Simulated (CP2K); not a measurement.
Consider formaldehyde monohydrate at its PBE geometry (Å).

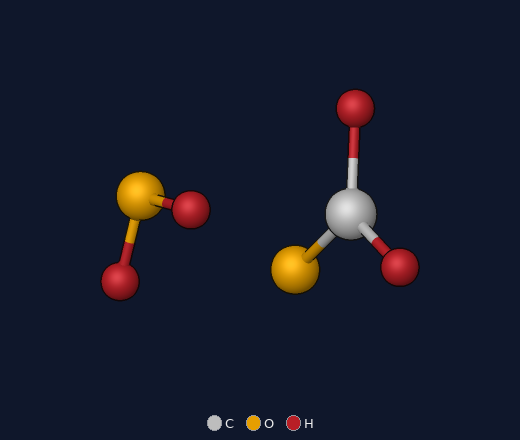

The molecule (carbon light grey, oxygen orange, hydrogen red).

```xyz
7

C     0.5192    1.4172    0.6554
O     0.3825    0.6179   -0.2545
O    -0.8990   -2.1296   -0.6205
H     0.1060    1.2278    1.6722
H     1.0688    2.3731    0.5036
H    -0.6597   -2.2511   -1.5533
H    -0.5178   -1.2553   -0.4029
```

Method: CP2K XAS_TDP, all-electron GAPW, PBEh(45%), aug-cc-pVDZ, TDA, GW2X-corrected core level, no relativity.

Q: Predict the bright core excitations at the O K edge.

Leading lines: O2 531.41 eV and O3 535.76 eV. The leading line of an atom is its first one with 35 % of the strongest within 2.5 eV of its lowest line over the strength cut. Core ionisation energies at this level: O2 539.35 and O3 538.47 eV.

The first six lines of each atom with a strength over 0.0015:

```tsv
atom	energy (eV)	states	strength, one atom	above the computed threshold
O2 (bonded to C, takes 1 H bond)	531.41	1	0.0471	
	538.99	1	0.0022	
	539.88	1	0.0080	yes
	540.68	1	0.0072	yes
	541.08	1	0.0041	yes
	541.22	1	0.0062	yes
O3 (bonded to 2 H, gives 1 H bond)	535.76	1	0.0121	
	537.23	1	0.0111	
	537.78	1	0.0076	
	538.25	1	0.0036	
	538.65	1	0.0083	yes
	538.84	1	0.0134	yes
```

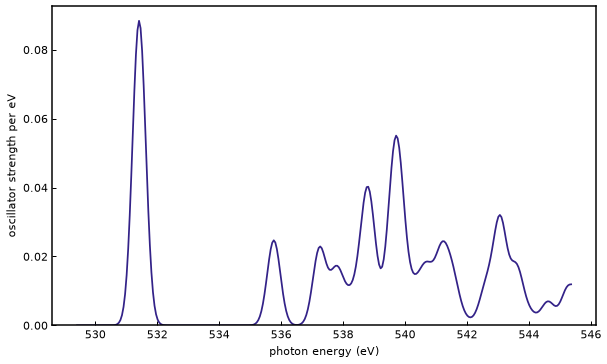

All atoms added, broadened by 0.5 eV.

Lines are vertical, at one geometry, with no vibrational structure. GW2X ionisation energies and lines can be off by 1 to 2 eV either way, and a good line position may hide errors that cancel. These values hold no scalar relativity, about 0.4 eV for O 1s. Rydberg lines, and the discretised continuum above threshold, depend on the basis and the box. This is one low-energy arrangement of the cluster, relaxed without a dispersion correction; others exist.

[Banner, clock and machine lines of the logs are left out without a mark of their own.]

[Logs are printed without paths, hosts, clocks, repeated set-up lines and the standing remarks that a program may print on its own settings, such as how far it seeks lower states.]

[Hosts, paths, dates, database ids (printed as entryN), source tags and the programs' standing remarks are cut or masked in the printed files.]
